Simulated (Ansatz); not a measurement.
FGe$_{2}$H$_{5}$···H$_{2}$

The calculation's input:

```
crystal:
  periodic: [false, false, false]
  atoms:
    - { symbol: Ge, position_ang: [0.0, 0.0, 0.0] }
    - { symbol: H, position_ang: [0.0, 0.0, 1.9] }
    - { symbol: Ge, position_ang: [2.2632, 0.0, -0.7992] }
    - { symbol: H, position_ang: [2.7487, -1.4611, -0.9782] }
    - { symbol: H, position_ang: [2.3309, 0.7367, -2.1612] }
    - { symbol: H, position_ang: [3.1736, 0.7244, 0.225] }
    - { symbol: H, position_ang: [-0.73, 1.2648, -0.5162] }
    - { symbol: H, position_ang: [-0.73, -1.2648, -0.5162] }
    - { symbol: F, position_ang: [1.0384, 1.566, 0.6243] }
    - { symbol: H, position_ang: [0.5576, 0.8409, 1.7574] }
basis:
  gaussian: { orbitals: def2-mTZVP }
hamiltonian:
  xc: hf
relax:
  f_tol: 0.15
  max_steps: 25
  restrain:
    - { distance: [0, 8], at: 1.68, k: 30.0 }
    - { distance: [9, 1], at: 0.66, k: 30.0 }
    - { distance: [0, 1], at: 2.75, k: 30.0 }
    - { distance: [9, 8], at: 2.12, k: 30.0 }
output:
  orbitals: {}
```

Run with:

```sh
ansatz run input.yaml --threads 2 --pin off --max-ram 3072MiB --backend cpu --events-out ev --progress --plain --runs-dir out
```

The fields are those of the run's last geometry, not of the input's.

Not at a stationary point (largest force 1.3 eV/Å).

Theory: RHF/def2-mTZVP (Ansatz).

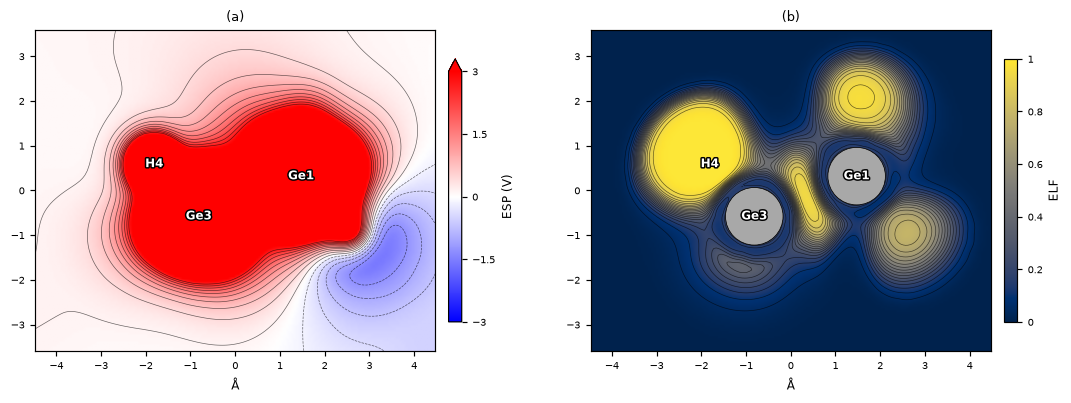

Figure 1. (a) molecular electrostatic potential; (b) electron localisation function on the plane of atoms Ge1, Ge3 and H4. Grey discs cover the atomic cores in the ELF map.

Describe what can be read from this map.

Atoms in the plane: Ge and H.
Ge–Ge (2.46 Å): the ELF peaks at about 0.95 between the atoms; a shared electron pair.
Ge–H (1.54 Å): the ELF climbs to about 1 towards the hydrogen.
The ELF also peaks beside F9, away from the bonds: lone-pair regions.
Outside the dense part of the complex the potential is most negative (−1.6 V) near F9, which lies off the plane.

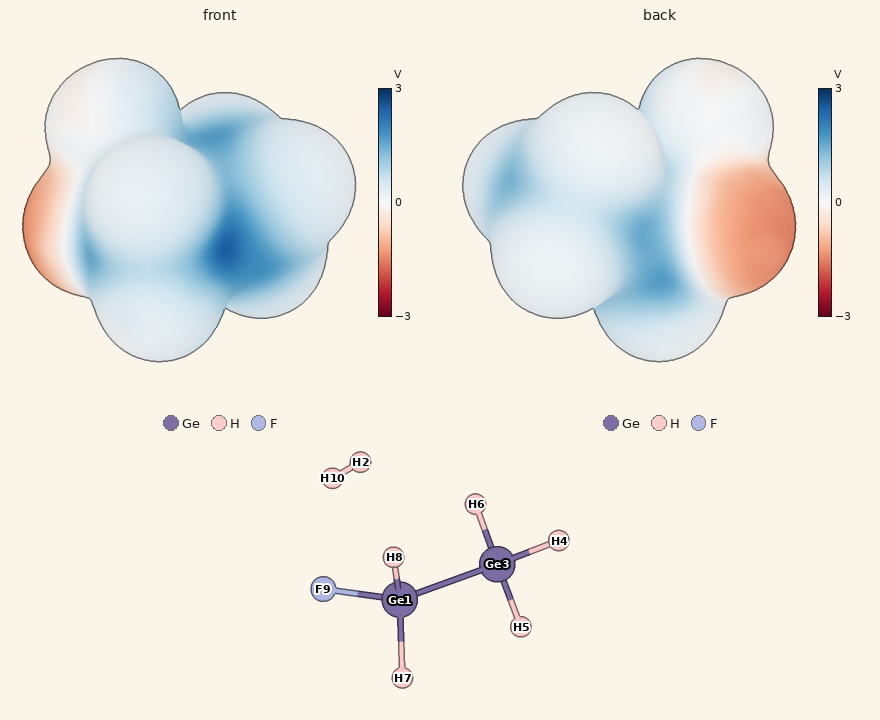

Figure 2. The electrostatic potential painted on the density surface at 0.002 e/bohr³, seen from the front and from behind; the colour scale runs from red (negative) to blue (positive). The bare structure is drawn below in the same view.

Which sites attract a positive test charge, and which a negative one?

A positive charge is drawn to the negative regions and a negative charge to the positive ones. The most negative region (about −1.5 V) lies over F9, the most positive (about +2.3 V) over Ge1.
